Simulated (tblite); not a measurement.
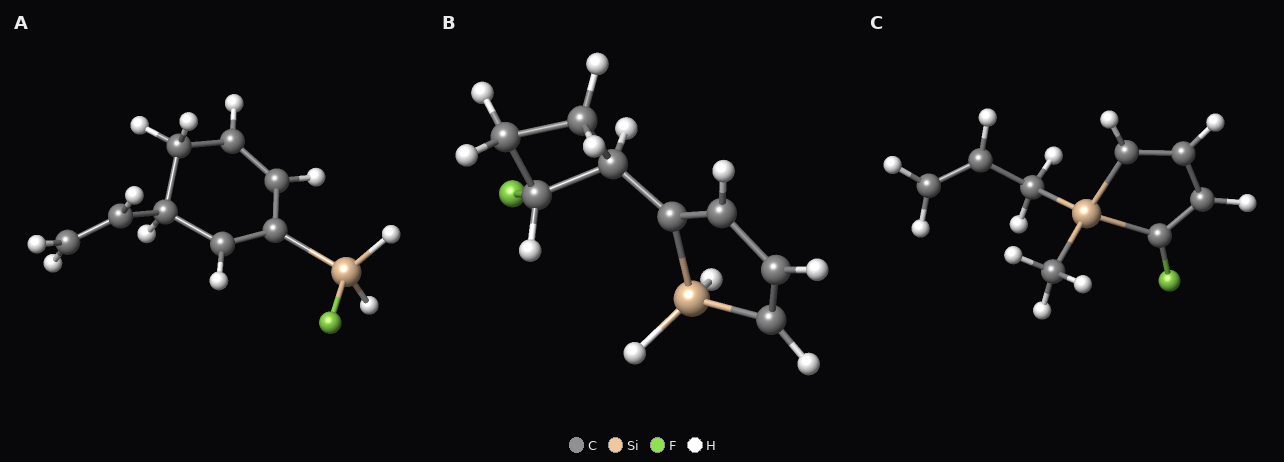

Source: calculation with tblite.

Match each picture to its SMILES.
(1) F[C@@H]1CC[C@H]1C1=CC=C[SiH2]1
(2) C=C[C@@H]1C=C([SiH2]F)C=CC1
(3) C=CC[Si@]1(C)C=CC=C1F

Answer. A is (2), B is (1), C is (3).
